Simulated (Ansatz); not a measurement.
## Run report: BH3Cl, geometry relaxation

The run: geometry relaxation of BH3Cl, multiplicity 2. Method and program: UKS PBE-D4/6-31G (Ansatz 0.2.0).

The input holds or restrains some coordinates. It belongs to a series of runs on one base structure; here: pulled along the bonds that form and break, towards end B.

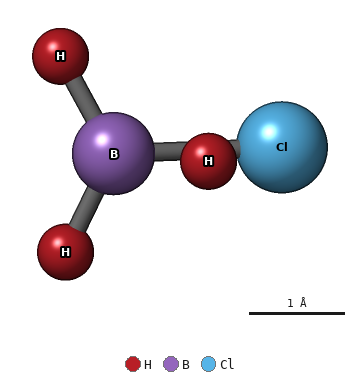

*The structure as given in the input (ball-and-stick view, seen at a tilt).*

### Summary

```tsv
quantity	value
outcome	converged under the restraints of the input
total energy	−13236.7587 eV
mean-field energy	−13236.7016 eV
⟨S²⟩	0.752
largest force (length of the vector) at the end, held atoms and coordinates included	0.186 eV/Å
hardware	1 thread of Arm Neoverse V2, 24 GiB of memory available, shared host
wall time	7.9 s
peak memory	0.1 GiB
```

### The input
```yaml
crystal:
  periodic: [false, false, false]
  atoms:
    - { symbol: H, position_ang: [-0.3152, -1.0335, 0.5988] }
    - { symbol: B, position_ang: [0.0318, 0.3406, 0.0829] }
    - { symbol: Cl, position_ang: [0.1525, -1.0475, -1.1044] }
    - { symbol: H, position_ang: [1.0594, 0.7456, 0.4616] }
    - { symbol: H, position_ang: [-0.9285, 0.9947, -0.0389] }
magnetization:
  spin_polarized: true
  initial_magnetization: 1
basis:
  gaussian: { orbitals: "6-31G" }
hamiltonian:
  xc: pbe
  dispersion: d4
relax:
  f_tol: 0.15
  max_steps: 25
  restrain:
    - { distance: [0, 2], at: 1.33, k: 30.0 }
    - { distance: [1, 0], at: 2.45, k: 30.0 }
output:
  orbitals: {}
```

Launched with:
```bash
ansatz run input.yaml --threads 1 --pin off --max-ram 2048MiB --backend cpu --events-out ev --progress --plain --runs-dir out
```

### What the program printed
```
The last accepted step is kept in [file] (removed where the run ends without a failure and the disk answers)
Engine: ansatz 0.2.0, aarch64-unknown-linux-gnu
Functional definition: PBE
  parameter kappa = 0.804
  parameter beta = 0.06672455060314922
  exchange = pbe_x(kappa = kappa, mu = beta*pi^2/3)
  correlation = pbe_c(beta = beta)
388 factors; integrals over basis functions are off by at most 2.2e-4 eV
mean field evaluation 1: about -13236.0685 eV, gradient 1.5e1 eV
mean field evaluation 2: about -13235.2118 eV, gradient 1.8e1 eV
mean field evaluation 4: about -13237.7134 eV, gradient 9.4e-1 eV
mean field evaluation 8: about -13237.7178 eV, gradient 4.4e-3 eV
mean field -13237.71775763 eV, -486.4771547455 hartree, gradient 1.7e-5 eV, S^2 0.751071; 0 other end points of the search recorded, 0 dependent functions left out
the calculation of the forces begins
reference -13237.71777952 eV, -486.4771555499 hartree; 13, 12 occupied and 15, 16 virtual orbitals, 388 factors
relax step   1: F+E_penalty+E_count = -13237.77211672 eV  Δ(F+E_penalty+E_count) = +0.000e0 eV  max|allowed force component| = 2.910e0 eV/Å  E_restraint = 16.15980017 eV  max|allowed force component, restraints' pulls added| = 2.544e1 eV/Å  Δτ_max = 0.0000 Å  (23 SCF iters, accepted)
  distance H 0 - Cl 2 = 1.7663 Å
  distance B 1 - H 0 = 1.5082 Å
these checks for a lower state are left out or cut short: starts, cluster_reference, orbital_swaps, neighbouring_geometries, increment
388 factors; integrals over basis functions are off by at most 2.0e-4 eV
mean field evaluation 16: about -13236.9271 eV, gradient 4.6e-1 eV
mean field -13236.92584768 eV, -486.4480525915 hartree, gradient 3.2e-5 eV, S^2 0.751582; 0 other end points of the search recorded, 0 dependent functions left out
the calculation of the forces begins
reference -13236.92587015 eV, -486.4480534173 hartree; 13, 12 occupied and 15, 16 virtual orbitals, 388 factors
relax step   2: F+E_penalty+E_count = -13236.98131965 eV  Δ(F+E_penalty+E_count) = +7.908e-1 eV  max|allowed force component| = 3.289e0 eV/Å  E_restraint = 6.73856109 eV  max|allowed force component, restraints' pulls added| = 1.514e1 eV/Å  Δτ_max = 0.1949 Å  (28 SCF iters, accepted)
  distance H 0 - Cl 2 = 1.6514 Å
  distance B 1 - H 0 = 1.8618 Å
these checks for a lower state are left out or cut short: starts, cluster_reference, orbital_swaps, neighbouring_geometries, increment
388 factors; integrals over basis functions are off by at most 2.1e-4 eV
mean field -13236.31415040 eV, -486.4255731314 hartree, gradient 1.6e-5 eV, S^2 0.752039; 0 other end points of the search recorded, 0 dependent functions left out
the calculation of the forces begins
reference -13236.31417361 eV, -486.4255739841 hartree; 13, 12 occupied and 15, 16 virtual orbitals, 388 factors
relax step   3: F+E_penalty+E_count = -13236.36823561 eV  Δ(F+E_penalty+E_count) = +6.131e-1 eV  max|allowed force component| = 1.661e0 eV/Å  E_restraint = 1.50054206 eV  max|allowed force component, restraints' pulls added| = 6.032e0 eV/Å  Δτ_max = 0.1948 Å  (31 SCF iters, accepted)
  distance H 0 - Cl 2 = 1.5375 Å
  distance B 1 - H 0 = 2.2113 Å
these checks for a lower state are left out or cut short: starts, cluster_reference, orbital_swaps, neighbouring_geometries, increment
388 factors; integrals over basis functions are off by at most 2.8e-4 eV
mean field evaluation 32: about -13236.5152 eV, gradient 1.6e-1 eV
mean field -13236.51637246 eV, -486.4330046548 hartree, gradient 4.5e-5 eV, S^2 0.753619; 0 other end points of the search recorded, 0 dependent functions left out
the calculation of the forces begins
reference -13236.51639470 eV, -486.4330054722 hartree; 13, 12 occupied and 15, 16 virtual orbitals, 388 factors
relax step   4: F+E_penalty+E_count = -13236.57158632 eV  Δ(F+E_penalty+E_count) = -2.034e-1 eV  max|allowed force component| = 5.422e-1 eV/Å  E_restraint = 0.04615858 eV  max|allowed force component, restraints' pulls added| = 1.926e0 eV/Å  Δτ_max = 0.1946 Å  (30 SCF iters, accepted)
  distance H 0 - Cl 2 = 1.3822 Å
  distance B 1 - H 0 = 2.4313 Å
these checks for a lower state are left out or cut short: starts, cluster_reference, orbital_swaps, neighbouring_geometries, increment
388 factors; integrals over basis functions are off by at most 2.7e-4 eV
mean field -13236.54312783 eV, -486.4339878964 hartree, gradient 6.2e-5 eV, S^2 0.752093; 0 other end points of the search recorded, 0 dependent functions left out
the calculation of the forces begins
reference -13236.54315094 eV, -486.4339887460 hartree; 13, 12 occupied and 15, 16 virtual orbitals, 388 factors
relax step   5: F+E_penalty+E_count = -13236.60149343 eV  Δ(F+E_penalty+E_count) = -2.991e-2 eV  max|allowed force component| = 1.823e0 eV/Å  E_restraint = 0.10863455 eV  max|allowed force component, restraints' pulls added| = 3.395e0 eV/Å  Δτ_max = 0.1973 Å  (26 SCF iters, rejected (line search))
  distance H 0 - Cl 2 = 1.2753 Å
  distance B 1 - H 0 = 2.5152 Å
these checks for a lower state are left out or cut short: starts, cluster_reference, orbital_swaps, neighbouring_geometries, increment
388 factors; integrals over basis functions are off by at most 2.9e-4 eV
mean field -13236.62817323 eV, -486.4371132572 hartree, gradient 1.0e-5 eV, S^2 0.752693; 0 other end points of the search recorded, 0 dependent functions left out
the calculation of the forces begins
reference -13236.62819566 eV, -486.4371140817 hartree; 13, 12 occupied and 15, 16 virtual orbitals, 388 factors
relax step   6: F+E_penalty+E_count = -13236.68549024 eV  Δ(F+E_penalty+E_count) = -1.139e-1 eV  max|allowed force component| = 4.053e-1 eV/Å  E_restraint = 0.00127428 eV  max|allowed force component, restraints' pulls added| = 3.688e-1 eV/Å  Δτ_max = 0.0963 Å  (27 SCF iters, accepted)
  distance H 0 - Cl 2 = 1.3384 Å
  distance B 1 - H 0 = 2.4537 Å
these checks for a lower state are left out or cut short: starts, cluster_reference, orbital_swaps, neighbouring_geometries, increment
388 factors; integrals over basis functions are off by at most 2.9e-4 eV
mean field -13236.68734877 eV, -486.4392879182 hartree, gradient 1.5e-5 eV, S^2 0.752067; 0 other end points of the search recorded, 0 dependent functions left out
the calculation of the forces begins
reference -13236.68737209 eV, -486.4392887752 hartree; 13, 12 occupied and 15, 16 virtual orbitals, 388 factors
relax step   7: F+E_penalty+E_count = -13236.74516287 eV  Δ(F+E_penalty+E_count) = -5.967e-2 eV  max|allowed force component| = 3.225e-1 eV/Å  E_restraint = 0.00117035 eV  max|allowed force component, restraints' pulls added| = 3.225e-1 eV/Å  Δτ_max = 0.1000 Å  (25 SCF iters, accepted)
  distance H 0 - Cl 2 = 1.3360 Å
  distance B 1 - H 0 = 2.4564 Å
these checks for a lower state are left out or cut short: starts, cluster_reference, orbital_swaps, neighbouring_geometries, increment
388 factors; integrals over basis functions are off by at most 3.0e-4 eV
mean field -13236.70016245 eV, -486.4397588125 hartree, gradient 8.6e-5 eV, S^2 0.751875; 0 other end points of the search recorded, 0 dependent functions left out
the calculation of the forces begins
reference -13236.70018654 eV, -486.4397596978 hartree; 13, 12 occupied and 15, 16 virtual orbitals, 388 factors
relax step   8: F+E_penalty+E_count = -13236.75768791 eV  Δ(F+E_penalty+E_count) = -1.253e-2 eV  max|allowed force component| = 1.521e-1 eV/Å  E_restraint = 0.00278340 eV  max|allowed force component, restraints' pulls added| = 3.929e-1 eV/Å  Δτ_max = 0.0715 Å  (22 SCF iters, accepted)
  distance H 0 - Cl 2 = 1.3404 Å
  distance B 1 - H 0 = 2.4588 Å
these checks for a lower state are left out or cut short: starts, cluster_reference, orbital_swaps, neighbouring_geometries, increment
388 factors; integrals over basis functions are off by at most 3.0e-4 eV
mean field evaluation 64: about -13236.7016 eV, gradient 2.7e-2 eV
mean field -13236.70158627 eV, -486.4398111368 hartree, gradient 6.6e-5 eV, S^2 0.751883; 0 other end points of the search recorded, 0 dependent functions left out
the calculation of the forces begins
reference -13236.70161035 eV, -486.4398120219 hartree; 13, 12 occupied and 15, 16 virtual orbitals, 388 factors
relax step   9: F+E_penalty+E_count = -13236.75870283 eV  Δ(F+E_penalty+E_count) = -1.015e-3 eV  max|allowed force component| = 1.602e-1 eV/Å  E_restraint = 0.00023668 eV  max|allowed force component, restraints' pulls added| = 6.878e-2 eV/Å  Δτ_max = 0.0455 Å  (23 SCF iters, accepted)
  distance H 0 - Cl 2 = 1.3326 Å
  distance B 1 - H 0 = 2.4530 Å
```

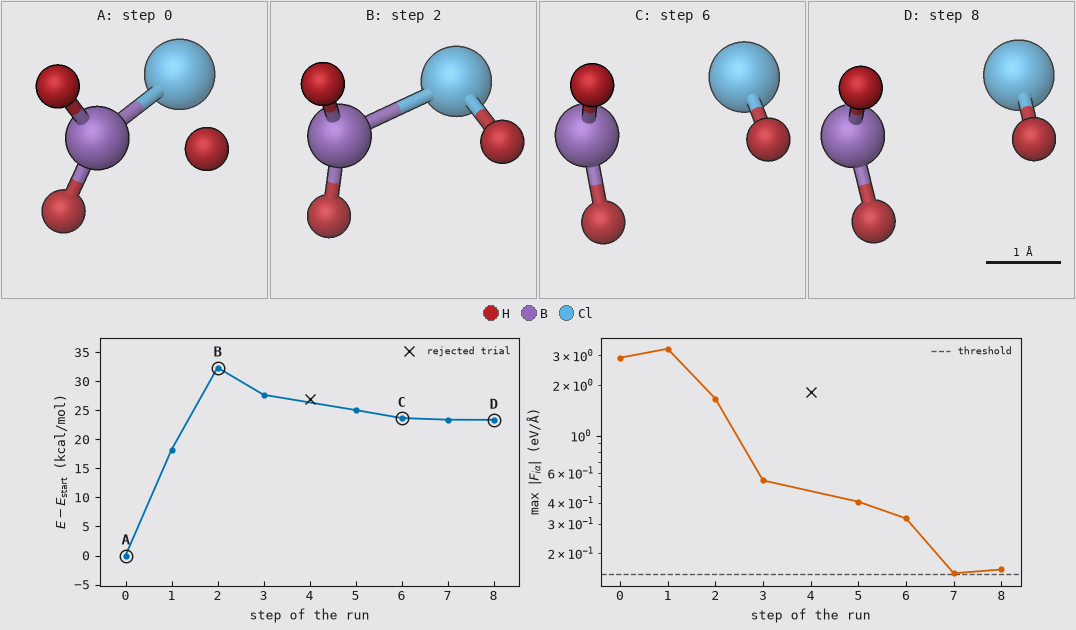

*Frames of the restrained relaxation (ball-and-stick view, seen at a tilt) above the curves, on which the letters mark them (the first geometry is step 0 here and step 1 in the log).*

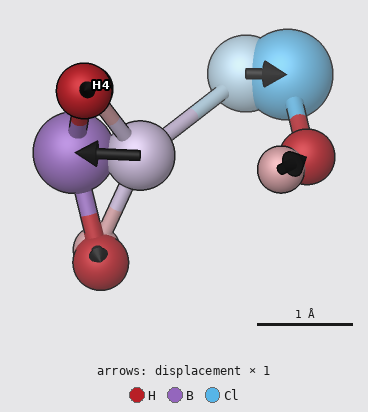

*Start (faint) and end (solid) with the displacements as black arrows, at true length (ball-and-stick view, seen at a tilt). The two geometries are laid on each other by the best rigid fit.*

After 8 geometry steps the energy has risen by 23.4 kcal/mol. The largest force component goes from 2.9 to 0.16 eV/Å. The line search rejected the trial step at point 4 (counted from 0) and went back. B2 moves most after the best rigid fit: 0.70 Å. By element the largest moves are B 0.70 Å, Cl 0.45 Å, H 0.44 Å. Distances before and after: B2–Cl3 1.831 → 2.586 Å, H1–Cl3 1.766 → 1.333 Å, B2–H4 1.168 → 1.204 Å. New bonds form: H1–Cl3 (1.77 → 1.33 Å). Bonds break: B2–Cl3 (1.83 → 2.59 Å). Among the angles that change: H4–B2–H5 124.3° → 128.1°. (Atoms are counted from 1 in the order of the input.)

```
388 factors; integrals over basis functions are off by at most 3.0e-4 eV
mean field -13236.70158627 eV, -486.4398111368 hartree, gradient 6.6e-5 eV, S^2 0.751883; 1 other end points of the search recorded, 0 dependent functions left out
the calculation of the forces begins
reference -13236.70161035 eV, -486.4398120219 hartree; 13, 12 occupied and 15, 16 virtual orbitals, 388 factors
Total energy: -13236.75872692 eV, -486.4419110169 hartree
Atom 0 at    -0.376388    -1.345327     0.344231 Å, force    -0.071824    -0.062815     0.160243 eV/Å
Atom 1 at     0.175249     0.992320    -0.154001 Å, force     0.059660     0.127168    -0.019221 eV/Å
Atom 2 at     0.087817    -1.482763    -0.897342 Å, force     0.050808     0.035049    -0.106245 eV/Å
Atom 3 at     1.110416     0.824793     0.585915 Å, force    -0.003450    -0.050319    -0.022515 eV/Å
Atom 4 at    -0.997093     1.010878     0.121197 Å, force    -0.035194    -0.049083    -0.012261 eV/Å
Dipole moment:    -0.139714    -0.261391     0.295804 e Å
```

### Trajectory as extended XYZ (Å, eV, eV/Å), 9 frames, from step=1 to step=9
```
5
Properties=species:S:1:pos:R:3:forces:R:3 step=1 energy=-13237.77212
H    -0.3152   -1.0335    0.5988   -0.1349   1.3860   1.3685
B     0.0318    0.3406    0.0829   -0.3649  -0.2997   0.9695
Cl    0.1525   -1.0475   -1.1044    0.5886  -1.4375  -2.9097
H     1.0594    0.7456    0.4616    0.6175   0.0745   0.4661
H    -0.9285    0.9947   -0.0389   -0.7063   0.2767   0.1056
5
Properties=species:S:1:pos:R:3:forces:R:3 step=2 energy=-13236.98132
H    -0.3344   -1.2248    0.5669   -0.2614   1.2940   1.7103
B     0.0748    0.5027    0.0059   -0.6326  -1.2291   1.1170
Cl    0.1249   -1.0614   -1.0109    0.7167  -1.3427  -3.2888
H     1.0853    0.7643    0.4755    1.1044   0.5146   0.5016
H    -0.9506    1.0192   -0.0374   -0.9271   0.7633  -0.0400
5
Properties=species:S:1:pos:R:3:forces:R:3 step=3 energy=-13236.36824
H    -0.3467   -1.4123    0.5156    0.0520   1.1075   0.3973
B     0.1103    0.6775   -0.0442   -0.4245  -0.7365   0.8196
Cl    0.0941   -1.1150   -0.9271    0.2565  -1.5070  -1.6610
H     1.1219    0.7930    0.4930    0.9332   0.4518   0.4459
H    -0.9796    1.0566   -0.0374   -0.8171   0.6843  -0.0018
5
Properties=species:S:1:pos:R:3:forces:R:3 step=4 energy=-13236.57159
H    -0.3328   -1.5063    0.4176    0.1937   0.2962  -0.5422
B     0.1248    0.8405   -0.0230    0.0861   0.2420  -0.2997
Cl    0.0591   -1.3032   -0.8923   -0.1661  -0.3997   0.4181
H     1.1665    0.8458    0.5239    0.2680  -0.1162   0.2935
H    -1.0177    1.1231   -0.0263   -0.3816  -0.0223   0.1302
5
Properties=species:S:1:pos:R:3:forces:R:3 step=5 energy=-13236.60149 accepted=F
H    -0.3066   -1.4118    0.3823   -0.4779  -0.2703   1.5956
B     0.1677    1.0065   -0.1206    0.0179  -0.1961   0.0660
Cl    0.0462   -1.3038   -0.8384    0.4657  -0.2431  -1.8229
H     1.1581    0.7094    0.5685   -0.8622   0.4710  -0.1458
H    -1.0654    0.9996    0.0083    0.8564   0.2386   0.3071
5
Properties=species:S:1:pos:R:3:forces:R:3 step=6 energy=-13236.68549
H    -0.3181   -1.4498    0.3950   -0.0195  -0.0218   0.0603
B     0.1484    0.9109   -0.0843    0.1500   0.4053  -0.3904
Cl    0.0514   -1.3549   -0.8879    0.0015  -0.1552  -0.0683
H     1.1539    0.8070    0.5642   -0.2418  -0.0953   0.1537
H    -1.0357    1.0867    0.0131    0.1098  -0.1331   0.2447
5
Properties=species:S:1:pos:R:3:forces:R:3 step=7 energy=-13236.74516
H    -0.3793   -1.3881    0.3688   -0.0298  -0.0741   0.0557
B     0.1687    0.9499   -0.1485   -0.0074   0.2583   0.0000
Cl    0.0970   -1.3919   -0.8794   -0.0060  -0.1078  -0.0614
H     1.1361    0.8052    0.5686   -0.2792   0.0042  -0.0470
H    -1.0225    1.0248    0.0904    0.3225  -0.0805   0.0526
5
Properties=species:S:1:pos:R:3:forces:R:3 step=8 energy=-13236.75769
H    -0.3874   -1.3396    0.3558   -0.0002  -0.0793  -0.0447
B     0.1887    0.9927   -0.1678   -0.1521   0.0403   0.1306
Cl    0.0770   -1.4497   -0.8968    0.0190  -0.0159   0.0574
H     1.1126    0.8304    0.5925   -0.0111  -0.0145  -0.0807
H    -0.9910    0.9661    0.1164    0.1445   0.0694  -0.0626
5
Properties=species:S:1:pos:R:3:forces:R:3 step=9 energy=-13236.75870
H    -0.3764   -1.3453    0.3442   -0.0718  -0.0628   0.1602
B     0.1752    0.9923   -0.1540    0.0597   0.1272  -0.0192
Cl    0.0878   -1.4828   -0.8973    0.0508   0.0350  -0.1062
H     1.1104    0.8248    0.5859   -0.0034  -0.0503  -0.0225
H    -0.9971    1.0109    0.1212   -0.0352  -0.0491  -0.0123
```

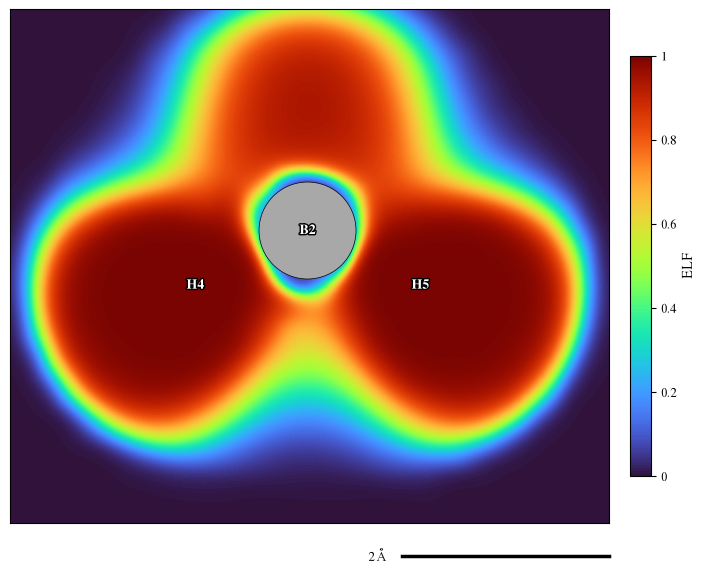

*ELF on the plane of atoms H4, B2 and H5. Grey discs, where drawn, cover atomic cores.*

The plane passes through B and H nuclei.

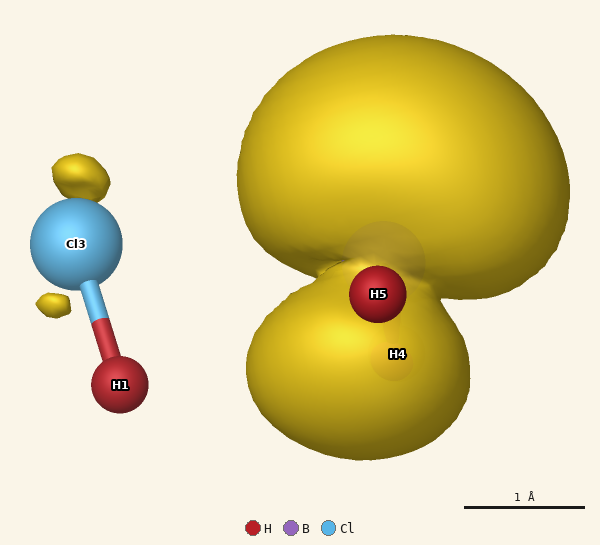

*Isosurface of the spin density at +0.015 e/Å³ (yellow), seen from the side.*

The unpaired spin (1 electron) lies mostly on B2 (about 0.9), in electrons by Hirshfeld's partition.
